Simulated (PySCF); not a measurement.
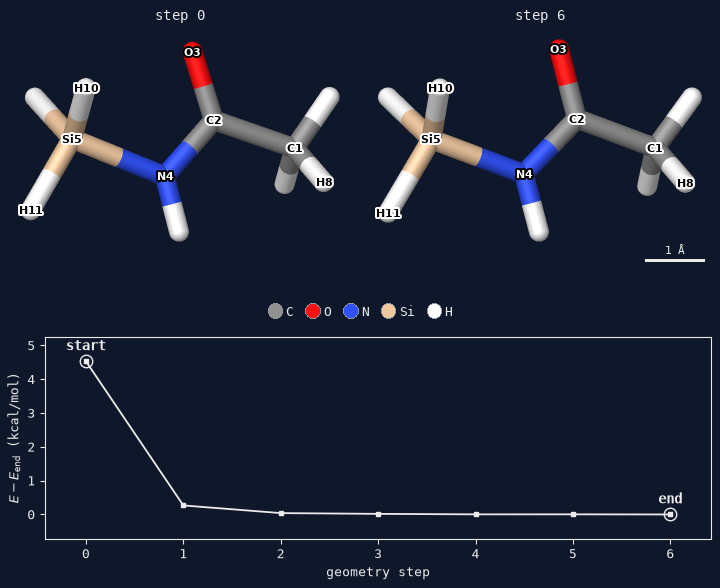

First and last geometry of a relaxation of C$_{2}$H$_{7}$NOSi, with the history of the run. Style: stick. Shown at a tilt.

The start comes from GFN2-xTB. Its atoms were then displaced at random by about 0.01 Å.

Level of theory: PBE0-D3(BJ)/def2-SVP geometry optimisation, gas phase (PySCF). 

> What do the curves and the structures tell?

It converged. Over 6 geometry steps the energy falls by 4.53 kcal/mol. The largest move after the best rigid fit is that of an H atom, 0.13 Å. By element the largest moves are H 0.13 Å, O 0.12 Å, C 0.06 Å, N 0.04 Å, Si 0.02 Å. Near-neighbour distances that change, for instance: O–Si 2.681 → 2.820 Å, C–N 1.324 → 1.369 Å, C–H 1.057 → 1.101 Å, H–Si 1.453 → 1.494 Å. Among the angles between lasting bonds that change: C–N–Si 112.9° → 116.9°, N–Si–H 108.1° → 111.5°, N–Si–H 108.5° → 111.6°.
